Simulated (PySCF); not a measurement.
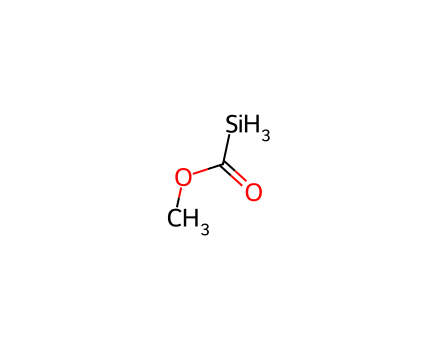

Figure made from data computed with PySCF.

Skeletal drawing of a molecule.

Question: Transcribe the drawing into SMILES.

Answer: COC(=O)[SiH3]

Question: What is the molecular formula?

Answer: C2H6O2Si.

Question: An optimisation with PBE0-D3(BJ)/def2-SVP gave a structure of which point group?

Answer: Cs.
